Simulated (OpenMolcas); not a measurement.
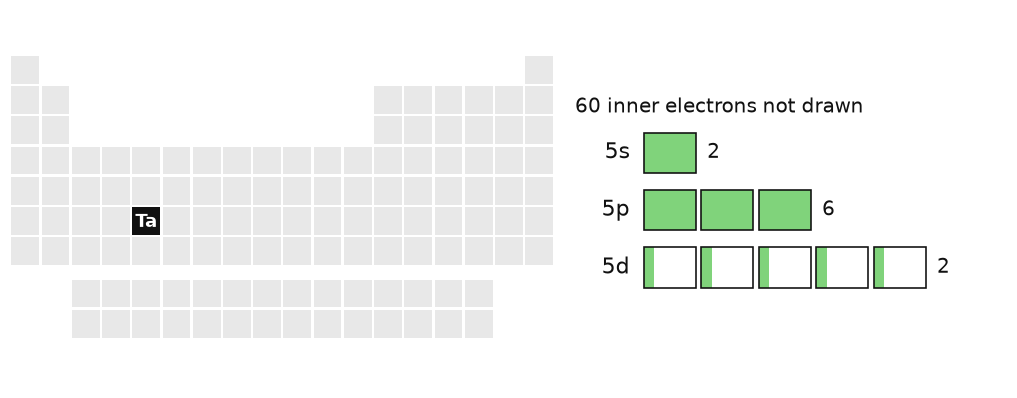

*Left, the place of tantalum in the periodic table; right, the outer shells of the leading configuration of the lowest level: a box for each of the 2l + 1 orbitals, shaded by the share of the shell that is filled, with the electron count at the right.*

**Multiconfigurational calculation: Ta³⁺ complex (part 1 of 2)**

System: Ta³⁺ with 6 ligands (H2O and Br; tetragonal octahedron, 2.16 Å), with no charges around it.
Method: state-averaged CASSCF, active space 2 electrons in the shell 5d, basis ANO-RCC-VTZP on the metal and ANO-RCC-VDZP on the ligands, DKH2 scalar Hamiltonian, spin-orbit coupling by RASSI with atomic mean-field integrals (OpenMolcas).

### The input
```
&GATEWAY
Coord
15

Ta 0.0 0.0 0.0
O 2.160000 0.000000 0.000000
H 2.736978 0.779741 0.000000
H 2.736978 -0.779741 0.000000
O 0.000000 2.160000 0.000000
H 0.000000 2.736978 0.779741
H 0.000000 2.736978 -0.779741
O -2.160000 0.000000 0.000000
H -2.736978 0.779741 0.000000
H -2.736978 -0.779741 0.000000
O 0.000000 -2.160000 0.000000
H 0.000000 -2.736978 0.779741
H 0.000000 -2.736978 -0.779741
Br 0.000000 0.000000 2.730240
Br 0.000000 0.000000 -2.730240
Basis=Ta.ANO-RCC-VTZP,Br.ANO-RCC-VDZP,H.ANO-RCC-VDZP,O.ANO-RCC-VDZP
Group=XYZ
NoMove
AngMom=0.0 0.0 0.0
AMFI
RICD
&SEWARD
&RASSCF
FileOrb=start.orb
Symmetry=1
Spin=3
nActEl=2 0 0
Inactive=43 47
Ras2=5 0
CIRoot=10 10 1
SDav=10
CIMx=300
Iter=150 100
PrWF=0.3
OrbListing=Nothing
MaxOrb=0
LevShft=1.0
>>> COPY $Project.JobIph JOB001
&RASSCF
FileOrb=start.orb
Symmetry=1
Spin=1
nActEl=2 0 0
Inactive=43 47
Ras2=5 0
CIRoot=15 15 1
SDav=15
CIMx=300
Iter=150 100
PrWF=0.3
OrbListing=Nothing
MaxOrb=0
LevShft=1.0
>>> COPY $Project.JobIph JOB002
&RASSI
NrOfJobIphs=2 10 15
1 2 3 4 5 6 7 8 9 10
1 2 3 4 5 6 7 8 9 10 11 12 13 14 15
IphNames
JOB001
JOB002
EJob
SpinOrbit
DIPRint=1.0
SOCoupling=1000.0
Subsets=2
Property=9
'ANGMOM' 1 'ANGMOM' 2 'ANGMOM' 3 'MLTPL  1' 1 'MLTPL  1' 2 'MLTPL  1' 3
'AMFI' 1 'AMFI' 2 'AMFI' 3
SOProperty=3
'ANGMOM' 1 'ANGMOM' 2 'ANGMOM' 3
```

The file start.orb holds starting orbitals from an earlier step. A driver script formed the levels outside the program, from RASSI's spin-orbit matrix and the active-space energies, averaged over the components of each term or state.

Hardware: 1 thread of Arm Neoverse V1, 24 GiB of memory available, shared host.

Command:
```bash
OMP_NUM_THREADS=1 MOLCAS_MEM=2457 MOLCAS_PROJECT=a pymolcas a.inp > a.log  # once for each step of the input, in one work folder
```

### The program's output (extracts)
```
--- SEWARD ---
Basis set label: TA.ANO-RCC...8S7P5D3F2G1H.

      Electronic valence basis set:
      ------------------
      Associated Effective Charge  73.000000 au
      Associated Actual Charge     73.000000 au
      Nuclear Model: Point charge

      Shell  nPrim  nBasis  Cartesian Spherical Contaminant
         s      24       8        X
         p      21       7        X
         d      15       5                 X
         f      11       3                 X
         g       4       2                 X
         h       2       1                 X
                  Relativistic Douglas-Kroll-Hess integrals:
                    - DKH order of Hamiltonian: 2
                    - DKH order of Properties : 0
                  Atomic mean-field integrals
--- RASSCF ---
Wave function specifications:
      -----------------------------

      Number of closed shell electrons         180
      Number of electrons in active shells       2
      Max number of holes in RAS1 space          0
      Max nr of electrons in RAS3 space          0
      Number of inactive orbitals               90
      Number of active orbitals                  5
      Number of secondary orbitals             159
      Spin quantum number                      1.0
      State symmetry                             1
Orbital specifications:
      -----------------------

      Symmetry species                           1   2
                                                ag  au
      Frozen orbitals                            0   0
      Inactive orbitals                         43  47
      Active orbitals                            5   0
      RAS1 orbitals                              0   0
      RAS2 orbitals                              5   0
      RAS3 orbitals                              0   0
      Secondary orbitals                        78  81
      Deleted orbitals                           0   0
      Number of basis functions                126 128
      Number of CSFs                            10
      Number of root(s) required                10
      Iter CI   SX   CI       RASSCF       Energy    max ROT     max BLB   max BLB  Level Ln srch  Step   QN
          iter iter root      energy       change     param      element    value   shift minimum  type update
 Nr of preliminary CI iterations:   1
      Total energies have been shifted. Add               -21000.00 au
        1   1   18    0  -102.69707340    0.00E+00   9.19E-02   38  48 1 -2.10E-01*  0.80   0.00    SX    NO
        2   1   17    0  -102.90272918   -2.06E-01* -5.91E-02   41  46 1  1.26E-01*  0.83   0.00    SX    NO
        3   1   17    0  -102.94875800   -4.60E-02* -3.79E-02   41  46 1  8.31E-02*  0.85   0.00    SX    NO
        4   1   16    0  -102.96320058   -1.44E-02* -2.35E-02   41  46 1  5.25E-02*  0.86   0.00    SX    NO
        5   1   15    0  -102.96883561   -5.64E-03* -3.65E-02   41  46 1  3.72E-02*  0.86   1.36    QN   YES
        6   1   15    0  -102.97326799   -4.43E-03* -1.29E-02   15  53 2  1.06E-02*  0.86   1.32    QN   YES
        7   1   14    0  -102.97386752   -6.00E-04* -6.22E-03   38  48 1  5.96E-03*  0.86   1.40    QN   YES
        8   1   13    0  -102.97403730   -1.70E-04*  4.40E-03   38  48 1  3.43E-03*  0.86   1.52    QN   YES
        9   1   12    0  -102.97409330   -5.60E-05*  2.15E-03   41  46 1 -1.40E-03*  0.86   1.35    QN   YES
       10   1   12    0  -102.97410677   -1.35E-05*  1.63E-03   41  46 1 -8.44E-04*  0.86   1.50    QN   YES
       11   1   11    0  -102.97411185   -5.07E-06* -9.73E-04   38  48 1 -6.51E-04*  0.86   1.45    QN   YES
       12   1   10    0  -102.97411351   -1.66E-06* -5.39E-04   38  48 1 -3.49E-04*  0.86   1.44    QN   YES
       13   1    9    0  -102.97411401   -5.08E-07* -4.19E-04   37  58 1 -1.13E-04*  0.86   1.47    QN   YES
       14   1    9    0  -102.97411418   -1.68E-07* -4.01E-04   41  73 1  5.62E-05   0.86   1.64    QN   YES
       15   1    9    0  -102.97411426   -8.17E-08* -3.25E-04   38  48 1  7.85E-05   0.86   1.81    LS   YES
       16   1    9    0  -102.97411428   -1.45E-08*  6.94E-05   38  48 1  9.88E-05   0.86   0.80    QN   YES
       17   1    8    0  -102.97411431   -3.61E-08*  1.04E-04   38  48 1  5.28E-05   0.86   2.50    LS   YES
       18   1    8    0  -102.97411434   -2.10E-08*  2.61E-04   48  58 1  2.35E-05   0.86   1.14    QN   YES
       19   1    7    0  -102.97411435   -1.44E-08*  3.92E-04   41  73 1 -2.33E-05   0.86   2.50    LS   YES
       20   1    8    0  -102.97411436   -4.99E-09   9.27E-05   41  73 1 -3.33E-05   0.86   0.73    QN   YES
      Convergence after 20 iterations
       21   1    8    0  -102.97411436   -5.05E-09   9.27E-05   41  73 1 -1.95E-05   0.86   0.73    QN   YES
      Natural orbitals and occupation numbers for root  1
      sym 1:   0.988834   0.988834  -0.000000   0.011166   0.011166
      Natural orbitals and occupation numbers for root  2
      sym 1:   0.981807   0.018193   0.018193   0.981807  -0.000000
      Natural orbitals and occupation numbers for root  3
      sym 1:   0.015055   0.015055  -0.000000   0.984945   0.984945
::    RASSCF root number  1 Total energy: -21103.08013809
::    RASSCF root number  2 Total energy: -21103.06445745
::    RASSCF root number  3 Total energy: -21103.06310210
::    RASSCF root number  4 Total energy: -21102.98071339
::    RASSCF root number  5 Total energy: -21102.96573688
::    RASSCF root number  6 Total energy: -21102.95180943
::    RASSCF root number  7 Total energy: -21102.93791836
::    RASSCF root number  8 Total energy: -21102.92417596
::    RASSCF root number  9 Total energy: -21102.92005717
::    RASSCF root number 10 Total energy: -21102.85303477
--- RASSCF ---
Wave function specifications:
      -----------------------------

      Number of closed shell electrons         180
      Number of electrons in active shells       2
      Max number of holes in RAS1 space          0
      Max nr of electrons in RAS3 space          0
      Number of inactive orbitals               90
      Number of active orbitals                  5
      Number of secondary orbitals             159
      Spin quantum number                      0.0
      State symmetry                             1
Orbital specifications:
      -----------------------

      Symmetry species                           1   2
                                                ag  au
      Frozen orbitals                            0   0
      Inactive orbitals                         43  47
      Active orbitals                            5   0
      RAS1 orbitals                              0   0
      RAS2 orbitals                              5   0
      RAS3 orbitals                              0   0
      Secondary orbitals                        78  81
      Deleted orbitals                           0   0
      Number of basis functions                126 128
      Number of CSFs                            15
      Number of root(s) required                15
      Iter CI   SX   CI       RASSCF       Energy    max ROT     max BLB   max BLB  Level Ln srch  Step   QN
          iter iter root      energy       change     param      element    value   shift minimum  type update
 Nr of preliminary CI iterations:   1
      Total energies have been shifted. Add               -21000.00 au
        1   1   13    0  -102.93183382    0.00E+00  -7.02E-03   44  59 1 -3.67E-03*  0.85   0.00    SX    NO
        2   1   13    0  -102.93230680   -4.73E-04*  3.80E-03   41  46 1  3.29E-03*  0.85   0.00    SX    NO
        3   1   13    0  -102.93250633   -2.00E-04*  2.51E-03   41  46 1  2.53E-03*  0.85   0.00    SX    NO
        4   1   13    0  -102.93260884   -1.03E-04* -2.13E-03   41  46 1  1.96E-03*  0.85   0.00    SX    NO
        5   1   12    0  -102.93266760   -5.88E-05* -3.11E-03   41  46 1  1.43E-03*  0.85   2.50    LS   YES
        6   1   12    0  -102.93272473   -5.71E-05* -3.54E-03   31  49 2 -2.04E-03*  0.84   2.17    LS   YES
        7   1   12    0  -102.93274805   -2.33E-05* -2.40E-03   31  49 2 -3.88E-03*  0.84   1.03    QN   YES
        8   1   12    0  -102.93276379   -1.57E-05*  1.18E-03   31  49 2  2.57E-03*  0.84   0.81    QN   YES
        9   1   12    0  -102.93277563   -1.18E-05*  1.54E-03   31  49 2  8.67E-04*  0.84   2.32    LS   YES
       10   1   11    0  -102.93278142   -5.78E-06*  1.59E-03   31  49 2 -1.36E-03*  0.84   1.03    QN   YES
       11   1   10    0  -102.93278450   -3.09E-06*  1.67E-03   31  49 2 -3.35E-04*  0.84   1.57    QN   YES
       12   1   10    0  -102.93278579   -1.29E-06*  1.69E-03   31  49 2  1.98E-04*  0.84   1.70    QN   YES
       13   1   10    0  -102.93278666   -8.71E-07*  1.75E-03   31  49 2  3.40E-04*  0.84   1.88    QN   YES
       14   1   10    0  -102.93278732   -6.64E-07*  7.75E-04   31  49 2  2.17E-04*  0.84   1.46    QN   YES
       15   1    9    0  -102.93278758   -2.52E-07* -2.58E-04   41  46 1  1.38E-04*  0.84   1.53    QN   YES
       16   1    9    0  -102.93278767   -9.91E-08*  1.02E-04   41  46 1  7.74E-05   0.84   1.49    QN   YES
       17   1    8    0  -102.93278771   -3.32E-08*  6.19E-05   31  49 2 -4.55E-05   0.84   1.62    QN   YES
       18   1    7    0  -102.93278772   -9.65E-09   9.28E-05   31  49 2 -1.36E-05   0.84   2.50    LS   YES
      Convergence after 18 iterations
       19   1    7    0  -102.93278771    5.98E-09   9.28E-05   41  46 1 -4.32E-05   0.84   2.50    LS   YES
      Natural orbitals and occupation numbers for root  1
      sym 1:   0.994929   0.005071  -0.000000   0.994929   0.005071
      Natural orbitals and occupation numbers for root  2
      sym 1:   0.959078   0.001730   0.001675   1.037506   0.000010
      Natural orbitals and occupation numbers for root  3
      sym 1:   0.987761  -0.000000   0.012239   0.012239   0.987761
::    RASSCF root number  1 Total energy: -21103.03945852
::    RASSCF root number  2 Total energy: -21103.03875734
::    RASSCF root number  3 Total energy: -21103.02250729
::    RASSCF root number  4 Total energy: -21103.02231989
::    RASSCF root number  5 Total energy: -21103.02202774
::    RASSCF root number  6 Total energy: -21102.97065629
::    RASSCF root number  7 Total energy: -21102.93872176
::    RASSCF root number  8 Total energy: -21102.92999796
::    RASSCF root number  9 Total energy: -21102.91410376
::    RASSCF root number 10 Total energy: -21102.91133795
::    RASSCF root number 11 Total energy: -21102.90523432
::    RASSCF root number 12 Total energy: -21102.89512621
::    RASSCF root number 13 Total energy: -21102.81709960
::    RASSCF root number 14 Total energy: -21102.81132617
::    RASSCF root number 15 Total energy: -21102.75314087
```

(Continued in part 2.) Outcome of the run: converged.
